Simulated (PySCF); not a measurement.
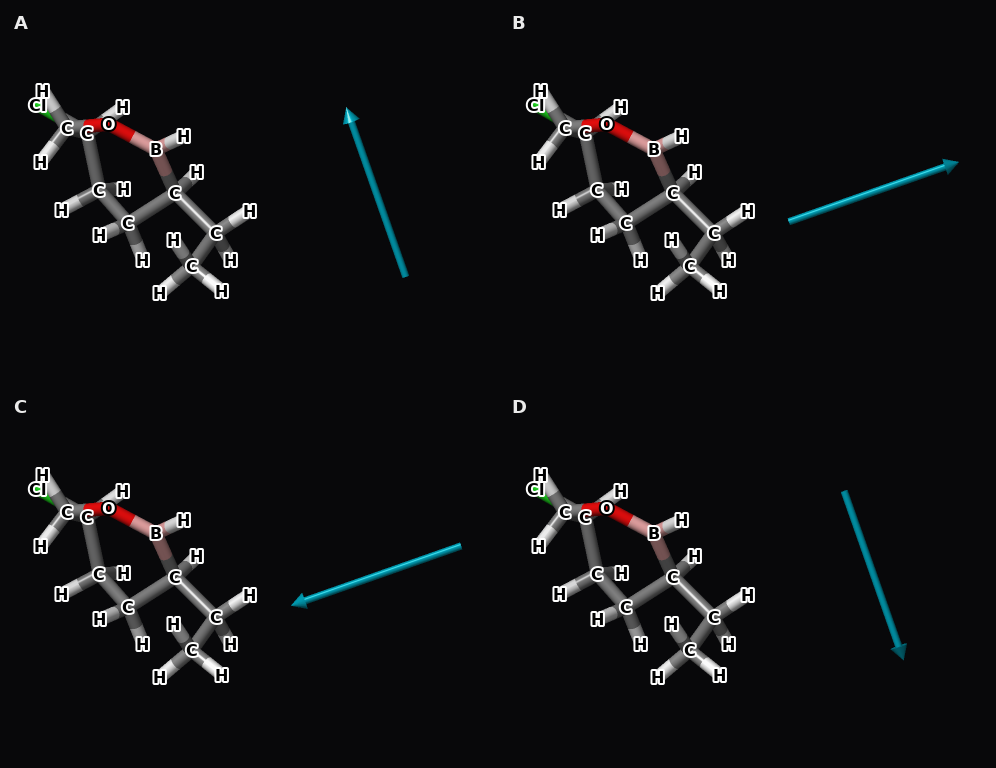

The same molecule four times, each with an arrow. The geometry was computed by an optimisation with GFN2-xTB. No frequency run is at hand to confirm it as a minimum. Method: PBE0/pcSseg-1, gas phase (PySCF 2.14.0).

**Which arrow points along the dipole moment, from the negative to the positive end?**

D. The dipole moment is 1.63 D.

The geometry is semi-empirical. Around B such bond lengths and angles can be off by a tenth of an ångström or more and by several degrees, and values that hang on the shape move with them.
